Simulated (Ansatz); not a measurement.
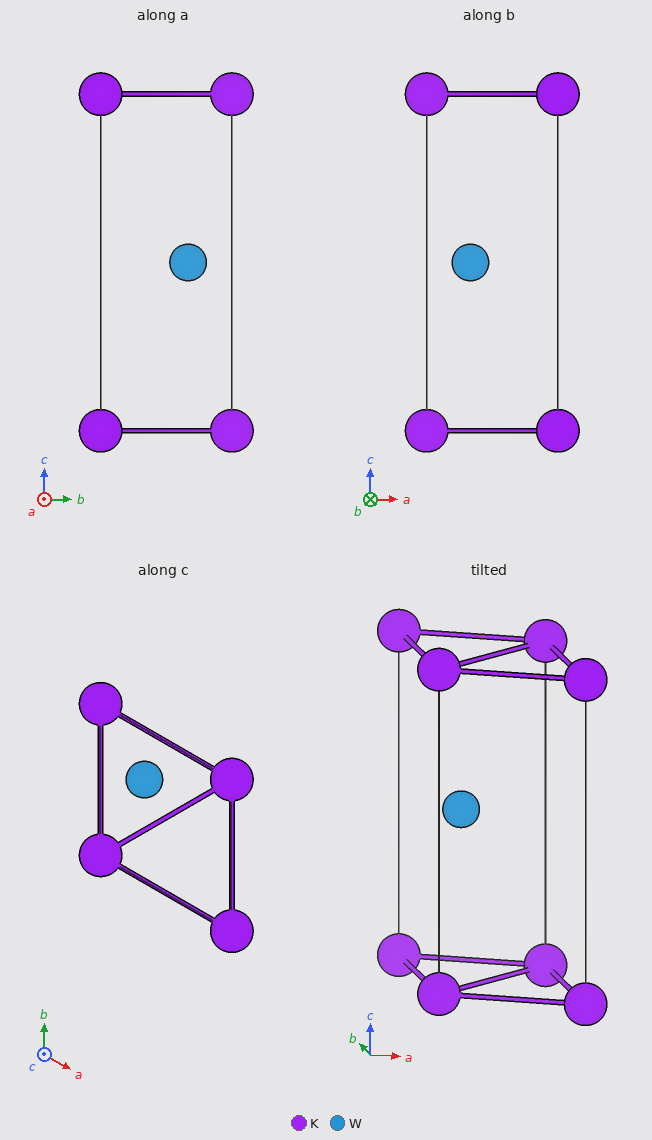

An orthographic ball-and-stick view of the structure, along the a axis, along the b axis, along the c axis and slightly off an axis. One conventional unit cell is framed, with atoms on its boundary repeated.

Lattice parameters: a = 2.8418 Å, b = 2.8418 Å, c = 6.3120 Å, α = 90.000°, β = 90.000°, γ = 120.000°.

Question: Set out the cell and atoms as a CIF in P1 with every atom of the cell.

Answer:
```cif
data_structure
_symmetry_space_group_name_H-M 'P 1'
_symmetry_Int_Tables_number 1
_cell_length_a 2.8418
_cell_length_b 2.8418
_cell_length_c 6.3120
_cell_angle_alpha 90.000
_cell_angle_beta 90.000
_cell_angle_gamma 120.000
_cell_volume 44.15
loop_
_atom_site_label
_atom_site_type_symbol
_atom_site_fract_x
_atom_site_fract_y
_atom_site_fract_z
_atom_site_occupancy
K1 K 0.0000 0.0000 0.0000 1
W1 W 0.3333 0.6667 0.5000 1
```

The model was built from a structure type filled with these elements by a generator (whether the compound takes this form wasn't checked). The final geometry of a relaxation with DFT PBE, scalar-relativistic, plane waves, PAW in Ansatz 0.2.0 is shown.
